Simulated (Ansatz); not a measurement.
# Run report: CH$_{3}$GaO$_{2}$, molecular dynamics (part 1 of 2)

CH$_{3}$GaO$_{2}$, SMILES O=[C](O)[GaH2], computed with RKS PBE/6-31G* (Ansatz 0.2.0).

The geometry comes from this level: PBE0-D4/def2-TZVP. Figures and captions count atoms from 1; the log counts them from 0 in places.

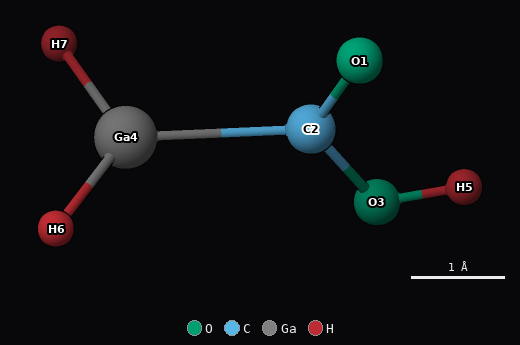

Fig. 1: The input geometry (ball-and-stick view, seen at a tilt; atoms are numbered from 1 in the order of the input). Sticks mark near contacts.

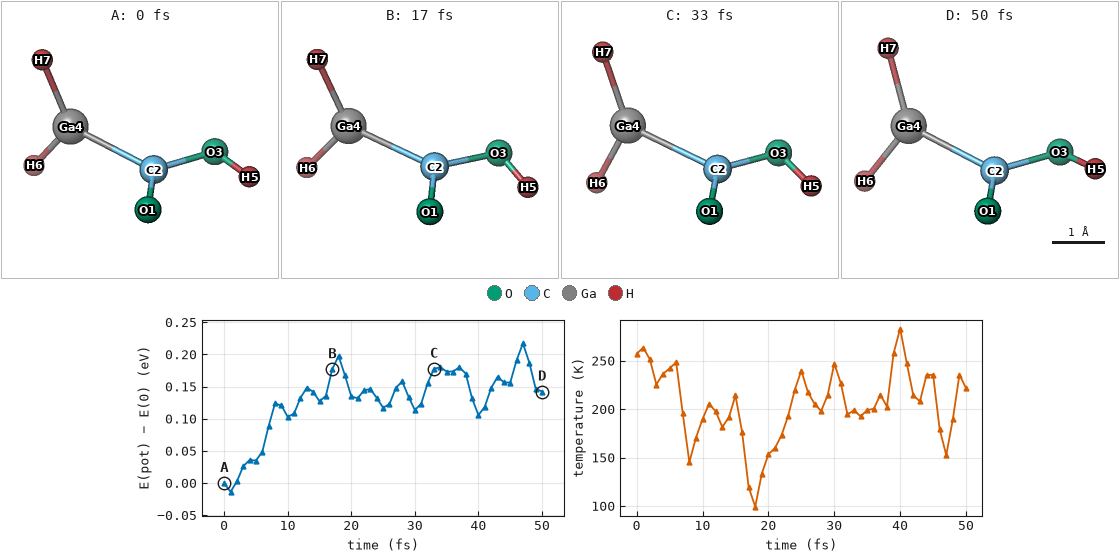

Fig. 2: Frames of the molecular dynamics (ball-and-stick, seen at a tilt) above the curves, on which the letters mark them. The trajectory kept here has 51 frames over 50 fs. The temperature starts at 257 K, ranges from 99 to 283 K and averages 216 K over the second half. The potential energy ends 0.142 eV above its first value. After an unweighted best fit of the last frame on the first, the root-mean-square displacement is 0.24 Å.

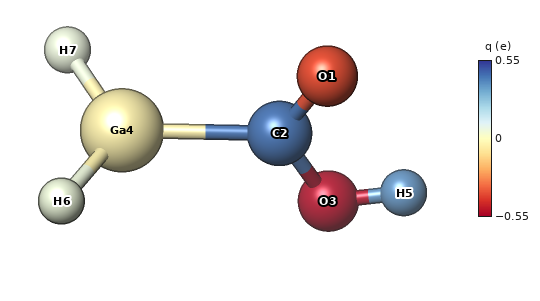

Fig. 3: Mulliken charges, as the colour of each atom (ball-and-stick view, seen at a tilt; atoms are numbered from 1 in the order of the input). By element: O −0.52 to −0.38, C +0.44, Ga −0.04 and H +0.06 to +0.38 e.

The input and output of the run follow.

### The input
```yaml
crystal:
  periodic: [false, false, false]
  atoms:
    - {symbol: O, position_ang: [1.145281, 0.117203, 1.309789]}
    - {symbol: C, position_ang: [0.468727, -0.294969, 0.401672]}
    - {symbol: O, position_ang: [0.540025, -1.569236, -0.021028]}
    - {symbol: Ga, position_ang: [-0.817873, 0.925115, -0.538358]}
    - {symbol: H, position_ang: [1.202285, -2.019964, 0.531858]}
    - {symbol: H, position_ang: [-2.254830, 1.072772, 0.054764]}
    - {symbol: H, position_ang: [-0.283615, 1.769079, -1.738687]}
basis:
  gaussian: {orbitals: "6-31G*"}
hamiltonian: {xc: {name: PBE}}
md: {timestep: 1 fs, n_steps: 50, ensemble: nvt_langevin, temperature: 300, initial_velocities: maxwell_boltzmann, friction: 0.01, seed: 259}
```

Run as:
```bash
ansatz run in.yaml --threads 2 --pin off --events-out ev --progress --plain --max-ram 4352MiB
```

### What the program printed
```
Functional definition: PBE
  name "PBE"
  cite "Perdew, Burke & Ernzerhof, Phys. Rev. Lett. 77, 3865 (1996) doi:10.1103/PhysRevLett.77.3865"
  parent pbe
  parameter kappa = 0.804
  parameter beta = 0.06672455060314922
  exchange = pbe_x(kappa = kappa, mu = beta*pi^2/3)
  correlation = pbe_c(beta = beta)
961 factors; their error is unknown
mean field evaluation 1: about -57530.1965 eV, gradient 6.1e1 eV
mean field evaluation 2: about -57470.7126 eV, gradient 1.6e2 eV
mean field evaluation 4: about -57535.9998 eV, gradient 1.2e1 eV
mean field evaluation 8: about -57536.4183 eV, gradient 1.3e-1 eV
mean field evaluation 16: about -57536.3817 eV, gradient 9.7e-5 eV
mean field -57536.38171510 eV, -2114.4230284698 hartree, gradient 6.2e-5 eV, S^2 0.000000; 0 other end points of the search recorded, 0 dependent functions left out
the calculation of the forces begins
reference -57536.38176290 eV, -2114.4230302262 hartree; 28, 28 occupied and 58, 58 virtual orbitals, 961 factors
md step     0: t =     0.00 fs  T =   257.1 K  F+E_penalty+E_count = -57536.38171510 eV  E_kin = 0.232668 eV  (27 SCF iters)
these checks for a lower state are left out or cut short: starts, cluster_reference, orbital_swaps, neighbouring_geometries, increment
961 factors; their error is unknown
mean field -57536.39531150 eV, -2114.4235281280 hartree, gradient 1.9e-5 eV, S^2 0.000000; 0 other end points of the search recorded, 0 dependent functions left out
the calculation of the forces begins
reference -57536.39535920 eV, -2114.4235298811 hartree; 28, 28 occupied and 58, 58 virtual orbitals, 961 factors
md step     1: t =     1.00 fs  T =   263.6 K  F+E_penalty+E_count = -57536.39531150 eV  E_kin = 0.238535 eV  (30 SCF iters)
[... from here on the SCF iterations and repeated set-up lines of each step are left out, up to the last step ...]
md step     2: t =     2.00 fs  T =   251.5 K  F+E_penalty+E_count = -57536.37924214 eV  E_kin = 0.227584 eV  (30 SCF iters)
md step     3: t =     3.00 fs  T =   225.5 K  F+E_penalty+E_count = -57536.35565544 eV  E_kin = 0.204031 eV  (30 SCF iters)
md step     4: t =     4.00 fs  T =   236.6 K  F+E_penalty+E_count = -57536.34589618 eV  E_kin = 0.214084 eV  (30 SCF iters)
md step     5: t =     5.00 fs  T =   242.1 K  F+E_penalty+E_count = -57536.34662295 eV  E_kin = 0.219013 eV  (30 SCF iters)
md step     6: t =     6.00 fs  T =   248.5 K  F+E_penalty+E_count = -57536.33310883 eV  E_kin = 0.224873 eV  (30 SCF iters)
md step     7: t =     7.00 fs  T =   195.6 K  F+E_penalty+E_count = -57536.29294607 eV  E_kin = 0.177011 eV  (30 SCF iters)
md step     8: t =     8.00 fs  T =   145.3 K  F+E_penalty+E_count = -57536.25784229 eV  E_kin = 0.131508 eV  (30 SCF iters)
md step     9: t =     9.00 fs  T =   170.4 K  F+E_penalty+E_count = -57536.26107714 eV  E_kin = 0.154195 eV  (30 SCF iters)
md step    10: t =    10.00 fs  T =   189.7 K  F+E_penalty+E_count = -57536.27888369 eV  E_kin = 0.171627 eV  (30 SCF iters)
md step    11: t =    11.00 fs  T =   205.7 K  F+E_penalty+E_count = -57536.27347133 eV  E_kin = 0.186111 eV  (30 SCF iters)
md step    12: t =    12.00 fs  T =   197.7 K  F+E_penalty+E_count = -57536.24928308 eV  E_kin = 0.178873 eV  (30 SCF iters)
md step    13: t =    13.00 fs  T =   181.7 K  F+E_penalty+E_count = -57536.23343927 eV  E_kin = 0.164374 eV  (30 SCF iters)
md step    14: t =    14.00 fs  T =   191.5 K  F+E_penalty+E_count = -57536.23977513 eV  E_kin = 0.173262 eV  (30 SCF iters)
md step    15: t =    15.00 fs  T =   214.2 K  F+E_penalty+E_count = -57536.25452253 eV  E_kin = 0.193823 eV  (30 SCF iters)
md step    16: t =    16.00 fs  T =   176.8 K  F+E_penalty+E_count = -57536.24607447 eV  E_kin = 0.160014 eV  (30 SCF iters)
md step    17: t =    17.00 fs  T =   119.6 K  F+E_penalty+E_count = -57536.20477020 eV  E_kin = 0.108195 eV  (30 SCF iters)
md step    18: t =    18.00 fs  T =    99.4 K  F+E_penalty+E_count = -57536.18391927 eV  E_kin = 0.089901 eV  (28 SCF iters)
md step    19: t =    19.00 fs  T =   133.5 K  F+E_penalty+E_count = -57536.21429572 eV  E_kin = 0.120822 eV  (30 SCF iters)
md step    20: t =    20.00 fs  T =   153.4 K  F+E_penalty+E_count = -57536.24703804 eV  E_kin = 0.138789 eV  (30 SCF iters)
md step    21: t =    21.00 fs  T =   159.9 K  F+E_penalty+E_count = -57536.24979842 eV  E_kin = 0.144674 eV  (30 SCF iters)
md step    22: t =    22.00 fs  T =   173.2 K  F+E_penalty+E_count = -57536.23751681 eV  E_kin = 0.156700 eV  (30 SCF iters)
md step    23: t =    23.00 fs  T =   193.2 K  F+E_penalty+E_count = -57536.23545895 eV  E_kin = 0.174776 eV  (29 SCF iters)
md step    24: t =    24.00 fs  T =   219.9 K  F+E_penalty+E_count = -57536.24917152 eV  E_kin = 0.198988 eV  (30 SCF iters)
md step    25: t =    25.00 fs  T =   239.9 K  F+E_penalty+E_count = -57536.26457154 eV  E_kin = 0.217050 eV  (30 SCF iters)
md step    26: t =    26.00 fs  T =   217.7 K  F+E_penalty+E_count = -57536.25892348 eV  E_kin = 0.196940 eV  (30 SCF iters)
md step    27: t =    27.00 fs  T =   205.6 K  F+E_penalty+E_count = -57536.23385570 eV  E_kin = 0.186010 eV  (30 SCF iters)
md step    28: t =    28.00 fs  T =   198.1 K  F+E_penalty+E_count = -57536.22357530 eV  E_kin = 0.179290 eV  (30 SCF iters)
md step    29: t =    29.00 fs  T =   214.5 K  F+E_penalty+E_count = -57536.24723875 eV  E_kin = 0.194068 eV  (30 SCF iters)
md step    30: t =    30.00 fs  T =   247.2 K  F+E_penalty+E_count = -57536.26819170 eV  E_kin = 0.223654 eV  (30 SCF iters)
md step    31: t =    31.00 fs  T =   226.7 K  F+E_penalty+E_count = -57536.25812867 eV  E_kin = 0.205165 eV  (30 SCF iters)
md step    32: t =    32.00 fs  T =   194.6 K  F+E_penalty+E_count = -57536.22655069 eV  E_kin = 0.176108 eV  (30 SCF iters)
md step    33: t =    33.00 fs  T =   198.8 K  F+E_penalty+E_count = -57536.20410984 eV  E_kin = 0.179904 eV  (30 SCF iters)
md step    34: t =    34.00 fs  T =   192.6 K  F+E_penalty+E_count = -57536.20153157 eV  E_kin = 0.174245 eV  (30 SCF iters)
md step    35: t =    35.00 fs  T =   199.1 K  F+E_penalty+E_count = -57536.20839455 eV  E_kin = 0.180177 eV  (30 SCF iters)
md step    36: t =    36.00 fs  T =   200.4 K  F+E_penalty+E_count = -57536.20822688 eV  E_kin = 0.181338 eV  (30 SCF iters)
md step    37: t =    37.00 fs  T =   215.0 K  F+E_penalty+E_count = -57536.20165240 eV  E_kin = 0.194514 eV  (29 SCF iters)
md step    38: t =    38.00 fs  T =   202.6 K  F+E_penalty+E_count = -57536.21139305 eV  E_kin = 0.183349 eV  (30 SCF iters)
md step    39: t =    39.00 fs  T =   257.5 K  F+E_penalty+E_count = -57536.25013701 eV  E_kin = 0.233024 eV  (30 SCF iters)
md step    40: t =    40.00 fs  T =   283.3 K  F+E_penalty+E_count = -57536.27602353 eV  E_kin = 0.256312 eV  (30 SCF iters)
md step    41: t =    41.00 fs  T =   247.7 K  F+E_penalty+E_count = -57536.26292136 eV  E_kin = 0.224119 eV  (30 SCF iters)
md step    42: t =    42.00 fs  T =   214.2 K  F+E_penalty+E_count = -57536.23388878 eV  E_kin = 0.193806 eV  (30 SCF iters)
md step    43: t =    43.00 fs  T =   208.1 K  F+E_penalty+E_count = -57536.21665079 eV  E_kin = 0.188249 eV  (30 SCF iters)
md step    44: t =    44.00 fs  T =   235.2 K  F+E_penalty+E_count = -57536.22492328 eV  E_kin = 0.212773 eV  (30 SCF iters)
md step    45: t =    45.00 fs  T =   235.5 K  F+E_penalty+E_count = -57536.22561690 eV  E_kin = 0.213124 eV  (30 SCF iters)
md step    46: t =    46.00 fs  T =   179.2 K  F+E_penalty+E_count = -57536.19078584 eV  E_kin = 0.162150 eV  (30 SCF iters)
md step    47: t =    47.00 fs  T =   152.6 K  F+E_penalty+E_count = -57536.16454700 eV  E_kin = 0.138040 eV  (30 SCF iters)
md step    48: t =    48.00 fs  T =   189.8 K  F+E_penalty+E_count = -57536.19433915 eV  E_kin = 0.171717 eV  (30 SCF iters)
md step    49: t =    49.00 fs  T =   235.7 K  F+E_penalty+E_count = -57536.23470673 eV  E_kin = 0.213254 eV  (30 SCF iters)
these checks for a lower state are left out or cut short: starts, cluster_reference, orbital_swaps, neighbouring_geometries, increment
961 factors; their error is unknown
mean field -57536.23943049 eV, -2114.4177996066 hartree, gradient 1.9e-5 eV, S^2 0.000000; 0 other end points of the search recorded, 0 dependent functions left out
the calculation of the forces begins
reference -57536.23947829 eV, -2114.4178013634 hartree; 28, 28 occupied and 58, 58 virtual orbitals, 961 factors
961 factors; their error is unknown
mean field evaluation 416: about -57536.2628 eV, gradient 3.0e0 eV
mean field -57536.23943049 eV, -2114.4177996066 hartree, gradient 1.9e-5 eV, S^2 0.000000; 1 other end points of the search recorded, 0 dependent functions left out
the calculation of the forces begins
reference -57536.23947829 eV, -2114.4178013634 hartree; 28, 28 occupied and 58, 58 virtual orbitals, 961 factors
md step    50: t =    50.00 fs  T =   221.7 K  F+E_penalty+E_count = -57536.23943049 eV  E_kin = 0.200618 eV  (28 SCF iters)
Total energy: -57536.23947829 eV, -2114.4178013634 hartree
Atom 0 at     1.087652     0.101481     1.367380 Å, force    -0.790443    -0.243944    -1.185868 eV/Å
Atom 1 at     0.447447    -0.312241     0.385725 Å, force     1.383218    -0.747483     0.641006 eV/Å
Atom 2 at     0.645062    -1.619936    -0.097287 Å, force     0.314628     0.882091     0.213243 eV/Å
Atom 3 at    -0.785534     1.000927    -0.598516 Å, force    -0.141490    -0.658790     0.311954 eV/Å
Atom 4 at     1.466274    -2.015092     0.349790 Å, force    -0.958162     0.614179    -0.076070 eV/Å
Atom 5 at    -2.017639     1.362602     0.314464 Å, force    -0.020311     0.154763    -0.004325 eV/Å
Atom 6 at    -0.572431     1.579730    -2.050315 Å, force     0.212561    -0.000818     0.100059 eV/Å
Dipole moment:     0.007303    -0.080506    -0.247662 e Å
```

### Trajectory as extended XYZ (Å, eV, eV/Å), 51 frames, from step=0 to step=50
```
7
Properties=species:S:1:pos:R:3:forces:R:3 step=0 time_fs=0.0 energy=-57536.38172 temperature=257.1
O     1.1453    0.1172    1.3098    0.9793   0.7879   1.3894
C     0.4687   -0.2950    0.4017   -0.8399  -0.0657  -0.9518
O     0.5400   -1.5692   -0.0210   -0.6762  -0.4064  -0.9052
Ga   -0.8179    0.9251   -0.5384    0.0437  -0.1794  -0.0219
H     1.2023   -2.0200    0.5319    0.5959  -0.3473   0.5207
H    -2.2548    1.0728    0.0548   -0.1812   0.0592   0.1026
H    -0.2836    1.7691   -1.7387    0.0784   0.1517  -0.1337
7
Properties=species:S:1:pos:R:3:forces:R:3 step=1 time_fs=1.0 energy=-57536.39531 temperature=263.6
O     1.1480    0.1162    1.3148    0.7544   0.5832   1.0251
C     0.4784   -0.2981    0.3953   -0.8090   0.2114  -0.6640
O     0.5381   -1.5712   -0.0229    0.2046  -0.9200  -0.1402
Ga   -0.8195    0.9261   -0.5384    0.1969  -0.1893  -0.0271
H     1.2079   -2.0240    0.5679   -0.1878   0.1251  -0.1878
H    -2.2487    1.0956    0.0524   -0.2498   0.0359   0.1510
H    -0.2880    1.7743   -1.7360    0.0905   0.1537  -0.1570
7
Properties=species:S:1:pos:R:3:forces:R:3 step=2 time_fs=2.0 energy=-57536.37924 temperature=251.5
O     1.1507    0.1149    1.3203    0.4545   0.3497   0.5495
C     0.4869   -0.3017    0.3880   -0.6756   0.4772  -0.2522
O     0.5368   -1.5747   -0.0236    0.8335  -1.2491   0.4637
Ga   -0.8208    0.9274   -0.5381    0.3200  -0.1703  -0.0556
H     1.2127   -2.0272    0.6025   -0.7412   0.4496  -0.7430
H    -2.2457    1.1178    0.0493   -0.2795   0.0101   0.1838
H    -0.2900    1.7817   -1.7345    0.0883   0.1329  -0.1462
7
Properties=species:S:1:pos:R:3:forces:R:3 step=3 time_fs=3.0 energy=-57536.35565 temperature=225.5
O     1.1534    0.1136    1.3265    0.1467   0.0991   0.0398
C     0.4954   -0.3057    0.3806   -0.5445   0.7844   0.1886
O     0.5361   -1.5785   -0.0237    1.1616  -1.3766   0.8132
Ga   -0.8222    0.9286   -0.5378    0.3990  -0.1528  -0.0605
H     1.2117   -2.0252    0.6295   -0.9846   0.5499  -1.0397
H    -2.2462    1.1378    0.0478   -0.2624  -0.0190   0.1949
H    -0.2917    1.7888   -1.7329    0.0842   0.1151  -0.1363
7
Properties=species:S:1:pos:R:3:forces:R:3 step=4 time_fs=4.0 energy=-57536.34590 temperature=236.6
O     1.1569    0.1124    1.3327   -0.1449  -0.1542  -0.4635
C     0.5040   -0.3093    0.3732   -0.4419   1.1228   0.6117
O     0.5359   -1.5826   -0.0237    1.1875  -1.3046   0.8909
Ga   -0.8236    0.9299   -0.5379    0.4280  -0.1345  -0.0412
H     1.1996   -2.0164    0.6473   -0.9120   0.4207  -1.0512
H    -2.2506    1.1561    0.0466   -0.1951  -0.0530   0.1831
H    -0.2926    1.7945   -1.7319    0.0783   0.1029  -0.1299
7
Properties=species:S:1:pos:R:3:forces:R:3 step=5 time_fs=5.0 energy=-57536.34662 temperature=242.1
O     1.1606    0.1112    1.3382   -0.3930  -0.3868  -0.9168
C     0.5127   -0.3122    0.3661   -0.3854   1.4147   0.9651
O     0.5362   -1.5880   -0.0235    0.9252  -0.9985   0.6890
Ga   -0.8245    0.9311   -0.5385    0.4099  -0.1153   0.0043
H     1.1769   -2.0025    0.6559   -0.5435   0.0777  -0.7575
H    -2.2576    1.1748    0.0456   -0.0896  -0.0939   0.1542
H    -0.2928    1.7991   -1.7302    0.0764   0.1022  -0.1383
7
Properties=species:S:1:pos:R:3:forces:R:3 step=6 time_fs=6.0 energy=-57536.33311 temperature=248.5
O     1.1642    0.1101    1.3434   -0.5980  -0.5870  -1.3126
C     0.5214   -0.3141    0.3596   -0.3559   1.6276   1.2526
O     0.5376   -1.5943   -0.0232    0.4142  -0.4883   0.2003
Ga   -0.8254    0.9321   -0.5395    0.3486  -0.1014   0.0728
H     1.1495   -1.9877    0.6568    0.0641  -0.4237  -0.1648
H    -2.2672    1.1931    0.0443    0.0425  -0.1414   0.1159
H    -0.2957    1.8028   -1.7283    0.0845   0.1143  -0.1641
7
Properties=species:S:1:pos:R:3:forces:R:3 step=7 time_fs=7.0 energy=-57536.29295 temperature=195.6
O     1.1674    0.1086    1.3477   -0.7417  -0.7204  -1.6048
C     0.5297   -0.3147    0.3539   -0.3464   1.7186   1.4466
O     0.5398   -1.6005   -0.0227   -0.1953   0.1050  -0.4442
Ga   -0.8263    0.9331   -0.5407    0.2965  -0.0676   0.1134
H     1.1230   -1.9754    0.6567    0.7398  -0.9541   0.5732
H    -2.2764    1.2091    0.0436    0.1621  -0.1877   0.0811
H    -0.3008    1.8103   -1.7279    0.0848   0.1061  -0.1654
7
Properties=species:S:1:pos:R:3:forces:R:3 step=8 time_fs=8.0 energy=-57536.25784 temperature=145.3
O     1.1701    0.1061    1.3502   -0.7942  -0.7589  -1.7320
C     0.5373   -0.3135    0.3498   -0.3694   1.6347   1.4968
O     0.5426   -1.6060   -0.0227   -0.5032   0.5190  -0.7721
Ga   -0.8270    0.9342   -0.5423    0.2712  -0.0050   0.1043
H     1.1053   -1.9690    0.6641    1.0722  -1.2278   0.9756
H    -2.2833    1.2230    0.0437    0.2551  -0.2273   0.0531
H    -0.3052    1.8207   -1.7305    0.0682   0.0654  -0.1257
7
Properties=species:S:1:pos:R:3:forces:R:3 step=9 time_fs=9.0 energy=-57536.26108 temperature=170.4
O     1.1718    0.1024    1.3511   -0.7431  -0.6996  -1.6758
C     0.5442   -0.3112    0.3476   -0.4401   1.3569   1.3884
O     0.5451   -1.6115   -0.0231   -0.2786   0.6043  -0.4421
Ga   -0.8275    0.9355   -0.5441    0.2724   0.0693   0.0598
H     1.1001   -1.9715    0.6824    0.8291  -1.0750   0.6962
H    -2.2868    1.2365    0.0457    0.3213  -0.2586   0.0311
H    -0.3082    1.8308   -1.7369    0.0390   0.0026  -0.0576
7
Properties=species:S:1:pos:R:3:forces:R:3 step=10 time_fs=10.0 energy=-57536.27888 temperature=189.7
O     1.1722    0.0983    1.3506   -0.6163  -0.5685  -1.4805
C     0.5501   -0.3080    0.3469   -0.5391   0.9297   1.1650
O     0.5474   -1.6174   -0.0233    0.2835   0.4702   0.3616
Ga   -0.8282    0.9373   -0.5460    0.3169   0.1284  -0.0035
H     1.1048   -1.9831    0.7095    0.2112  -0.6202  -0.0832
H    -2.2847    1.2465    0.0515    0.3366  -0.2743   0.0233
H    -0.3122    1.8402   -1.7455    0.0072  -0.0653   0.0174
7
Properties=species:S:1:pos:R:3:forces:R:3 step=11 time_fs=11.0 energy=-57536.27347 temperature=205.7
O     1.1717    0.0944    1.3492   -0.4362  -0.3840  -1.1880
C     0.5553   -0.3037    0.3468   -0.6568   0.4222   0.8757
O     0.5500   -1.6230   -0.0231    0.8066   0.3301   1.1486
Ga   -0.8291    0.9397   -0.5475    0.4025   0.1570  -0.0733
H     1.1138   -2.0000    0.7375   -0.3929  -0.1308  -0.8780
H    -2.2763    1.2530    0.0593    0.2900  -0.2738   0.0393
H    -0.3199    1.8483   -1.7543   -0.0132  -0.1207   0.0757
7
Properties=species:S:1:pos:R:3:forces:R:3 step=12 time_fs=12.0 energy=-57536.24928 temperature=197.7
O     1.1712    0.0902    1.3470   -0.1954  -0.1458  -0.7905
C     0.5608   -0.2984    0.3473   -0.8212  -0.1070   0.5136
O     0.5536   -1.6280   -0.0221    1.1013   0.2760   1.6317
Ga   -0.8300    0.9422   -0.5489    0.5330   0.1534  -0.1372
H     1.1210   -2.0188    0.7585   -0.7799   0.2390  -1.4018
H    -2.2627    1.2569    0.0672    0.1848  -0.2598   0.0787
H    -0.3271    1.8557   -1.7594   -0.0226  -0.1559   0.1055
7
Properties=species:S:1:pos:R:3:forces:R:3 step=13 time_fs=13.0 energy=-57536.23344 temperature=181.7
O     1.1712    0.0860    1.3442    0.0933   0.1195  -0.3070
C     0.5664   -0.2930    0.3486   -1.0399  -0.5910   0.0772
O     0.5582   -1.6323   -0.0206    1.1309   0.3293   1.7510
Ga   -0.8309    0.9448   -0.5505    0.6733   0.1078  -0.1610
H     1.1201   -2.0357    0.7678   -0.8962   0.4274  -1.5752
H    -2.2473    1.2594    0.0750    0.0553  -0.2386   0.1280
H    -0.3328    1.8598   -1.7599   -0.0166  -0.1543   0.0870
7
Properties=species:S:1:pos:R:3:forces:R:3 step=14 time_fs=14.0 energy=-57536.23978 temperature=191.5
O     1.1719    0.0822    1.3413    0.3641   0.3687   0.1512
C     0.5712   -0.2876    0.3498   -1.2453  -0.9965  -0.3226
O     0.5632   -1.6366   -0.0181    0.9099   0.5100   1.5011
Ga   -0.8317    0.9475   -0.5523    0.8185   0.0262  -0.1611
H     1.1105   -2.0485    0.7636   -0.7560   0.4242  -1.3908
H    -2.2311    1.2598    0.0816   -0.0928  -0.2098   0.1881
H    -0.3380    1.8590   -1.7592    0.0015  -0.1229   0.0342
```
